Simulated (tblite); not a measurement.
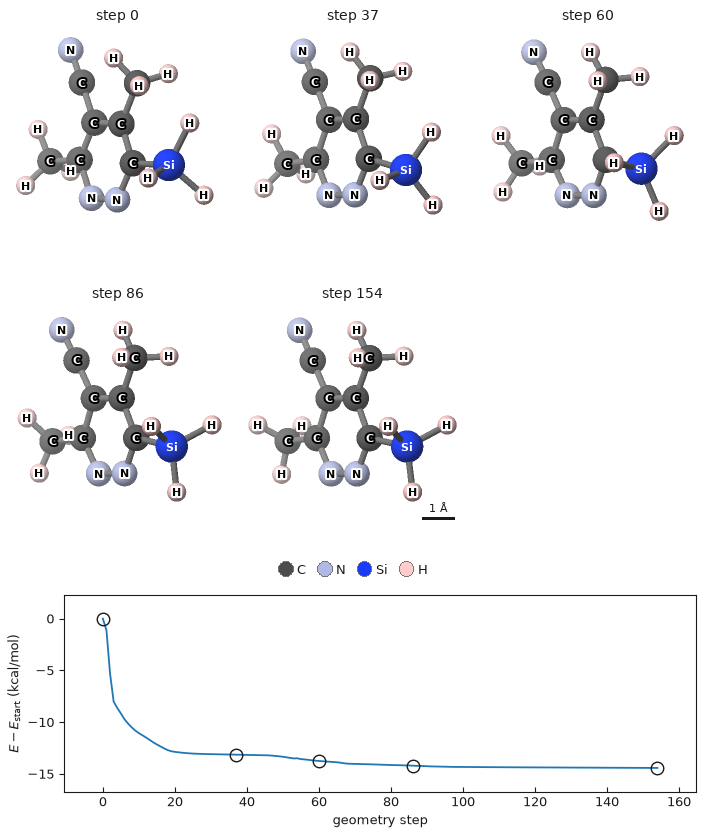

Frames of a relaxation of C7H9N3Si, marked on the history of the run. A ball-and-stick model, seen from a free direction.

The calculation used tblite, GFN2-xTB geometry optimisation, gas phase. 

What happens along the run?

After 154 geometry steps the energy has fallen by 14.4 kcal/mol. The atom that moves furthest after the best rigid fit is an H atom (1.18 Å). Largest moves by element: H 1.18 Å, N 0.21 Å, C 0.17 Å, Si 0.16 Å. Near-neighbour distances that change, for instance: C–N 1.363 → 1.317 Å, N–N 1.346 → 1.301 Å, C–C 1.371 → 1.415 Å, C–H 1.129 → 1.090 Å. Bond angles that change, for instance: N–C–Si 120.8° → 113.9°, H–Si–H 105.4° → 112.3°, Si–C–C 118.1° → 124.7°. Groups turn about C–Si by about 50°, C–C by about 45°, C–C by about 30°. The run took 1.2 s on 1 thread of Arm Neoverse V2, with other jobs on the host. From step 0 to 37: an H atom moves most (0.39 Å), energy −13.1 kcal/mol. From step 37 to 60: an H atom moves most (0.56 Å), energy −0.62 kcal/mol. From step 60 to 86: H atoms move most (0.50 Å), energy −0.45 kcal/mol. From step 86 to 154: H atoms move most (0.31 Å), energy −0.22 kcal/mol.

| step | E − E(0), kcal/mol |
| --- | --- |
| 0 | 0.00 |
| 1 | -1.12 |
| 2 | -5.31 |
| 3 | -8.02 |
| 4 | -8.63 |
| 5 | -9.15 |
| 6 | -9.72 |
| 7 | -10.13 |
| 8 | -10.50 |
| 9 | -10.81 |
| 10 | -11.06 |
| 18 | -12.70 |
| 25 | -13.03 |
| 33 | -13.11 |
| 40 | -13.15 |
| 48 | -13.26 |
| 55 | -13.57 |
| 63 | -13.82 |
| 71 | -14.04 |
| 78 | -14.12 |
| 86 | -14.20 |
| 93 | -14.29 |
| 101 | -14.33 |
| 109 | -14.35 |
| 116 | -14.36 |
| 124 | -14.37 |
| 131 | -14.38 |
| 139 | -14.39 |
| 146 | -14.41 |
| 154 | -14.42 |
